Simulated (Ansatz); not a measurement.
## Fields on a plane of Ru (hcp, Mg type)

```
CELL_PARAMETERS angstrom
      2.72216     0.00000     0.00000
     -1.36108     2.35746     0.00000
      0.00000     0.00000     4.29083
ATOMIC_POSITIONS crystal
  Ru 0.33333 0.66667 0.75000
  Ru 0.66667 0.33333 0.25000
```

The slice is a (0001) plane (indices of the conventional cell) through the point (0.333, 0.667, 0.750) (fractional), spanned by u = [110] and v = [1 -1 0] in vectors of this cell: u (2.72 Å) and v (4.71 Å, at 90° to u). It covers one period; positions are fractions (u, v).

Atoms on it: Ru at (0.00, 0.00); Ru at (0.50, 0.50).

These are PBE (plane waves to 420 eV, PAW, scalar-relativistic; Ansatz, a first-principles code) values and carry that method's errors. k mesh 20×20×11. Near the nuclei the fields are pseudised (PAW); where an atom keeps semicore shells as valence, they peak there. Ru is run without spin polarisation. Ru was relaxed with its symmetry unable to fall.

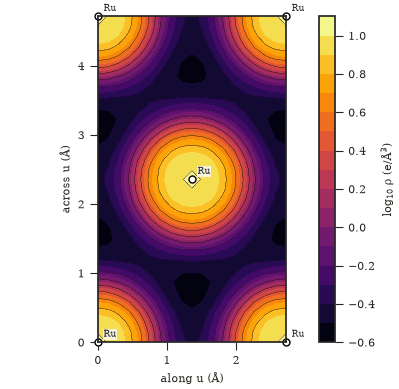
Figure. Log₁₀ of the valence density in e/Å³, one period of the plane, atoms marked. The scale is logarithmic, as a density can span decades between atoms and voids.

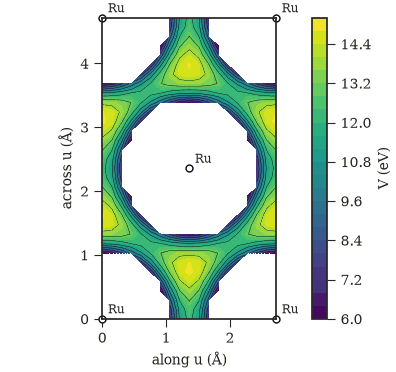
Figure. Electrostatic potential energy of an electron, from the cell's mean, in eV, one period of the plane, atoms marked. Points within 1 Å of a nucleus are left white, as the pseudised field means little there. Values under 6 eV are set to 6. The zero, the cell's mean, hangs on the PAW cores.

- Density on the Ru–Ru line (2.72 Å) at its midpoint: 0.38 e/Å³
- ELF at that point: 0.31
